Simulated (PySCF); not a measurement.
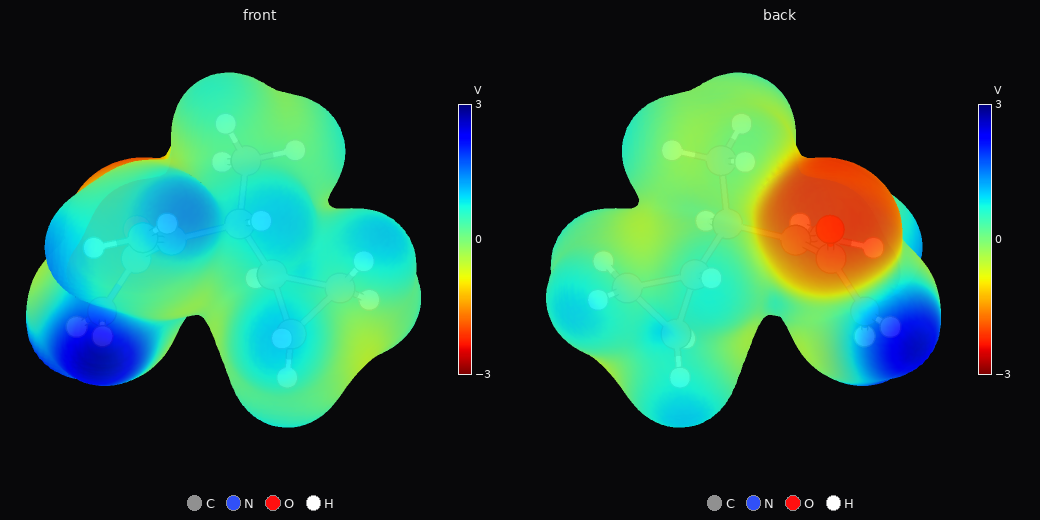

Figure. C8H13NO. The molecular electrostatic potential painted on the density surface at 0.004 e/bohr³, seen from the front and from behind; red is negative and blue positive.

Geometry: GFN2-xTB.

Computed with PySCF 2.14.0, PBE0/pcSseg-1, SCF density, gas phase, non-relativistic.

| atom | x (Å) | y (Å) | z (Å) |
| --- | --- | --- | --- |
| C | 1.7382 | -0.6094 | 1.5259 |
| C | 1.0875 | -0.3767 | 0.3943 |
| C | 1.7848 | 0.2717 | -0.7625 |
| N | 2.4595 | 1.3985 | -0.4272 |
| O | 1.7655 | -0.1498 | -1.8991 |
| C | -0.3537 | -0.7664 | 0.1806 |
| C | -0.4457 | -1.9738 | -0.7575 |
| C | -1.1293 | 0.4062 | -0.3878 |
| C | -1.5798 | 1.5071 | 0.5241 |
| C | -2.5831 | 0.5611 | -0.0640 |
| H | 2.7787 | -0.3597 | 1.6542 |
| H | 1.2608 | -1.0969 | 2.3605 |
| H | 2.9608 | 1.8962 | -1.1444 |
| H | 2.4486 | 1.7650 | 0.5070 |
| H | -0.7824 | -1.0367 | 1.1524 |
| H | -1.4891 | -2.2194 | -0.9408 |
| H | 0.0483 | -2.8355 | -0.3144 |
| H | 0.0362 | -1.7439 | -1.7035 |
| H | -0.8135 | 0.6860 | -1.3851 |
| H | -1.5573 | 2.5240 | 0.1625 |
| H | -1.3531 | 1.4174 | 1.5764 |
| H | -3.2469 | 0.9285 | -0.8316 |
| H | -3.0396 | -0.1666 | 0.5901 |

Q: Where is the surface potential most negative and most positive?

A: The most negative region (about −2.1 V) lies over O5, the most positive (about +2.7 V) over H14. O5 is the likeliest acceptor of a hydrogen bond.

Q: How polar is the molecule by this calculation?

A: Its dipole moment is 3.42 D.
